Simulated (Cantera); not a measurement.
A closed system holds: 1 mol NH3, a varied amount of SO2, 5.2 mol H2, held at 3250 K and 1 atm.

Method: chemical equilibrium by Gibbs-energy minimisation in Cantera with the NASA 1993 tables (ideal gas, pure condensed phases). Candidate condensed phases: H2O, H2SO4, S; 35 gas species. Equilibrium is a limit: real reactors are often held back by kinetics, nucleation or transport.

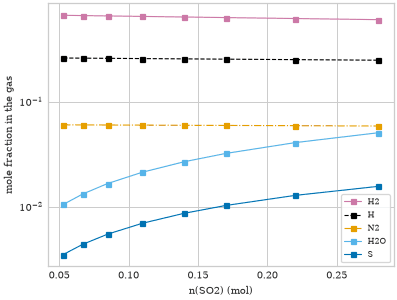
Fig. 1. Equilibrium gas composition (values under 1e-9 drawn at 1e-9)

Read off the mole fractions at 0.17 mol SO2.

H2 about 0.63, H about 0.25, N2 about 0.059, H2O about 0.032, S about 0.010.
